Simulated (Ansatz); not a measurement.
## Electronic structure of ClFH4W···H2O in real space

The calculation's input:

```
crystal:
  periodic: [false, false, false]
  atoms:
    - { symbol: W, position_ang: [0.0, 0.0, 0.0] }
    - { symbol: F, position_ang: [0.0, 0.0, 2.2] }
    - { symbol: H, position_ang: [1.72, 0.0, 0.0] }
    - { symbol: Cl, position_ang: [0.0, 2.39, 0.0] }
    - { symbol: H, position_ang: [-1.72, 0.0, 0.0] }
    - { symbol: H, position_ang: [0.0, -1.72, 0.0] }
    - { symbol: H, position_ang: [0.0, 0.0, -1.72] }
    - { symbol: O, position_ang: [1.4721, 1.5335, 0.7063] }
    - { symbol: H, position_ang: [2.2027, 1.0805, 1.2365] }
    - { symbol: H, position_ang: [0.8771, 0.9137, 1.8599] }
basis:
  gaussian: { orbitals: def2-SVP }
hamiltonian:
  xc: b3lyp
  dispersion: d4
relax:
  f_tol: 0.15
  max_steps: 25
  restrain:
    - { distance: [0, 7], at: 3.14, k: 30.0 }
    - { distance: [9, 1], at: 2.12, k: 30.0 }
    - { distance: [0, 1], at: 1.85, k: 30.0 }
    - { distance: [9, 7], at: 1.01, k: 30.0 }
output:
  orbitals: {}
```

Command:

```sh
ansatz run input.yaml --threads 2 --pin off --max-ram 3072MiB --backend cpu --events-out ev --progress --plain --runs-dir out
```

The fields are those of the run's last geometry, not of the input's.

Core potentials replace the inner electrons of W; not at a stationary point (largest force 1.0 eV/Å).

Level of theory: RKS B3LYP-D4/def2-SVP (Ansatz).

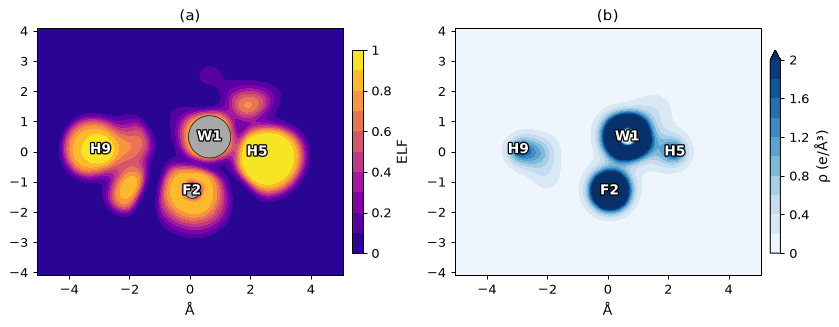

Figure 1. (a) electron localisation function; (b) electron density on the plane of atoms F2, W1 and H5. Grey discs cover the atomic cores in the ELF map.

Question: What does the map show?

Answer:
- Atoms in the plane: W, F and H.
- W–F (1.88 Å): the density is about 1 e/Å³ at the midpoint; the ELF peaks at about 0.85 in the valence shell of F, 0.5 Å from its nucleus, and drops to about 0.20 between the two atoms.
- W–H (1.66 Å): ρ is about 1.7 e/Å³ halfway; the ELF climbs to about 1 towards the hydrogen.

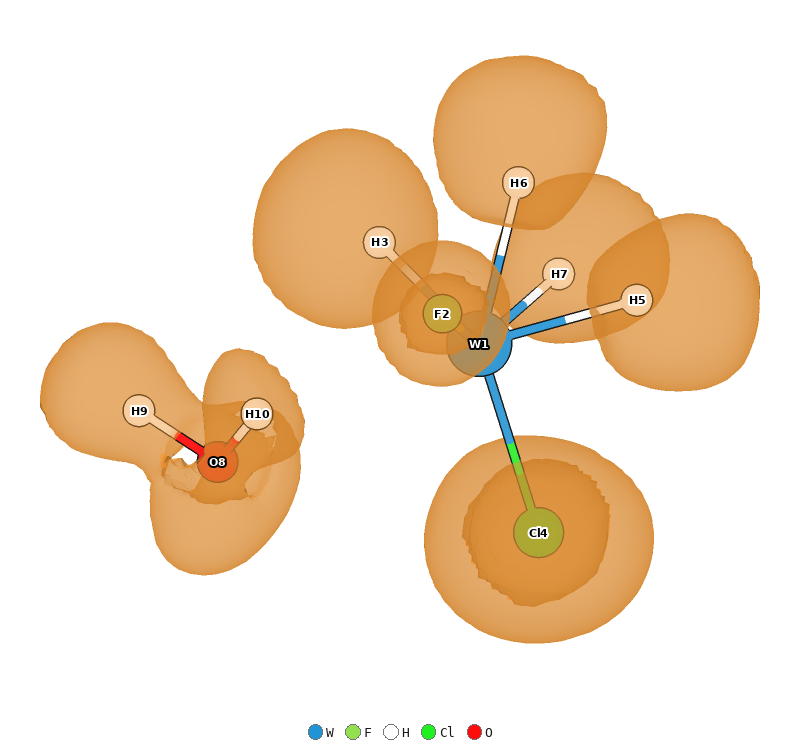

Figure 2. Isosurface of the electron localisation function at 0.8 (orange), seen at a tilt. Core shells and regions of very low density are left out.

Question: Describe the localisation domains.

Answer: The surface consists of four regions around hydrogen nuclei, one region wrapped around Cl (its valence shell), one region wrapped around F (its valence shell) and one joined region spread over several atoms (H, O), in which their bonds and any lone pairs are merged.


W1···O8 (3.12 Å): the ELF dips to about 0.05 between them.

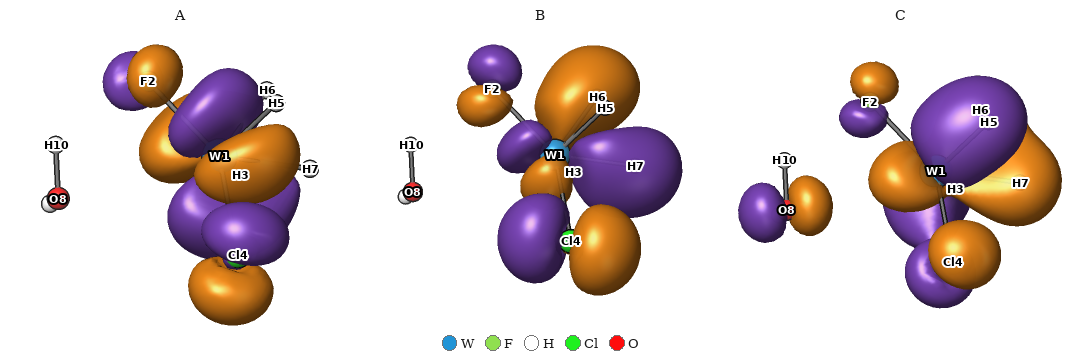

Figure 3. Three frontier orbitals at ±0.1 Å⁻³ᐟ² (orange and purple are the two phases), in no order.

Question: Order the three orbitals by energy and name them.

Answer: C is the HOMO−1 (−8.66 eV). By Hirshfeld shares it lies mainly on W1 (about 45 %), H5 (about 15 %), H7 (about 10 %), Cl4 (about 10 %), H6 (about 5 %) and O8 (about 5 %). B is the HOMO (−7.64 eV). Its weight (Hirshfeld) is mainly on W1 (about 30 %), Cl4 (about 25 %), H6 (about 15 %), H7 (about 15 %) and F2 (about 5 %). A is the LUMO (−3.41 eV). It lies mainly on W1 (about 70 %), Cl4 (about 15 %) and F2 (about 10 %).

Question: What is the HOMO–LUMO gap?

Answer: 4.23 eV between the orbital energies.
